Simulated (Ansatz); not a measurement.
**UCCSDT(Q)/STO-3G run of PO (Phosphorus monoxide)**

Aim: the energy change on altering one bond length of PO (Phosphorus monoxide) at UCCSDT(Q)/STO-3G, from 2 runs. 

Program for the calculation: Ansatz 0.2.0.

48 further runs of the same task are left out: 7 that didn't finish, 41 set aside as unsound or not needed.

## Step 1: Starting point

PO: 2 atoms, total charge 0, spin state doublet. SMILES: `O=[P]`. Geometry: relaxed at GFN2-xTB.

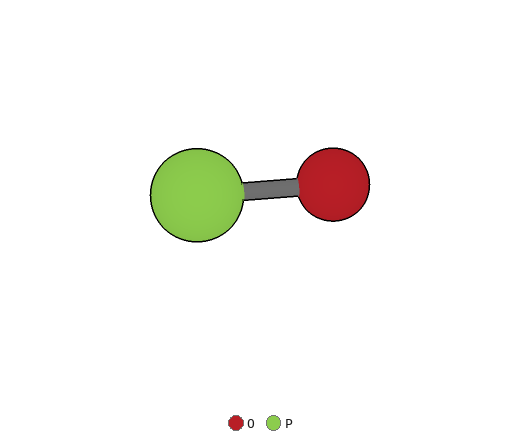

Viewed from a chosen angle; oxygen red, phosphorus green.

## Step 2: The energy at UCCSDT(Q)/STO-3G

File job.yaml:

```yaml
crystal:
  periodic: [false, false, false]
  atoms:
    - {symbol: O, position_ang: [0.000000, 0.000000, 0.000000]}
    - {symbol: P, position_ang: [0.000000, 0.000000, 1.455090]}
basis:
  gaussian: {orbitals: STO-3G}
magnetization: {spin_polarized: true, initial_magnetization: 1}
scf: {omitted_lower_state_checks: [cluster_reference, increment]}
correlation: {method: ccsdt_q, frozen_orbitals: {O: 1, P: 5}}
accuracy: high
```

The run is started by

```
ansatz run job.yaml --threads 1 --pin off --max-ram 2610MiB --events-out events.jsonl --progress --plain --runs-dir runs
```

Output:

```text
Warning: RAYON_NUM_THREADS=1 ignored (pool sized by the plan → 1); use --threads N
[... 17 lines left out ...]
6 core orbitals not correlated: weight in the atoms' cores, before any rotation towards them, 1.000 or more for the frozen orbitals, at most 0.000 for the correlated occupied ones
[... 33 lines left out ...]
Total energy: -11178.44006085 eV, -410.8000952173 hartree
Checks for a lower state left out: cluster_reference, increment
```

Wall time 1.6 s (1 thread of Intel Xeon Platinum 8375C at 2.90GHz (Ice Lake), shared host).

## Step 3: The distorted shape, same level

File job.yaml:

```yaml
crystal:
  periodic: [false, false, false]
  atoms:
    - {symbol: O, position_ang: [0.000000, 0.000000, -0.363810]}
    - {symbol: P, position_ang: [0.000000, 0.000000, 1.455090]}
basis:
  gaussian:
    orbitals: STO-3G
magnetization:
  spin_polarized: true
  initial_magnetization: 1
correlation:
  method: ccsdt_q
  frozen_orbitals: {O: 1, P: 5}
accuracy: high
scf:
  omitted_lower_state_checks: [cluster_reference, increment]
```

The run is started by

```
ansatz run job.yaml --threads 1 --pin off --max-ram 2610MiB --events-out events.jsonl --progress --plain --runs-dir runs
```

Output:

```text
Warning: RAYON_NUM_THREADS=1 ignored (pool sized by the plan → 1); use --threads N
[... 16 lines left out ...]
6 core orbitals not correlated: weight in the atoms' cores, before any rotation towards them, 1.000 or more for the frozen orbitals, at most 0.000 for the correlated occupied ones
[... 57 lines left out ...]
Total energy: -11177.88230236 eV, -410.7795979710 hartree
Checks for a lower state left out: cluster_reference, increment
```

Run time: 1.7 s. Hardware: 1 thread of Intel Xeon Platinum 8375C at 2.90GHz (Ice Lake), shared host.

## Step 4: What came out

At UCCSDT(Q)/STO-3G, 6 core orbitals frozen:

```
                                                         quantity          value
                                        first shape: total energy  -410.80010 Eh
         first shape: correlation energy (6 core orbitals frozen)     -108.6 mEh
                   first shape: ⟨S²⟩ of the reference determinant          1.262
                                       first shape: T1 diagnostic          0.100
                                    distorted shape: total energy  -410.77960 Eh
     distorted shape: correlation energy (6 core orbitals frozen)      -72.4 mEh
               distorted shape: ⟨S²⟩ of the reference determinant          1.776
                                   distorted shape: T1 diagnostic          0.100
energy change with the O1–P2 bond stretched from 1.455 to 1.819 Å       0.558 eV
```

With the O1–P2 bond stretched from 1.455 to 1.819 Å the energy rises by 0.56 eV (12.9 kcal/mol). The first shape isn't relaxed at this level, so the change isn't measured from a minimum. The minimal basis adds a large error of its own. ⟨S²⟩ (first shape) is 1.26 where a pure doublet has 0.75: the reference is spin-contaminated. The T1 diagnostic (first shape) of 0.100 is above the customary mark for such species, so a single reference may not serve. ⟨S²⟩ (distorted shape) is 1.78 where a pure doublet has 0.75: the reference is spin-contaminated. The T1 diagnostic (distorted shape) of 0.100 is above the customary mark for such species, so a single reference may not serve.
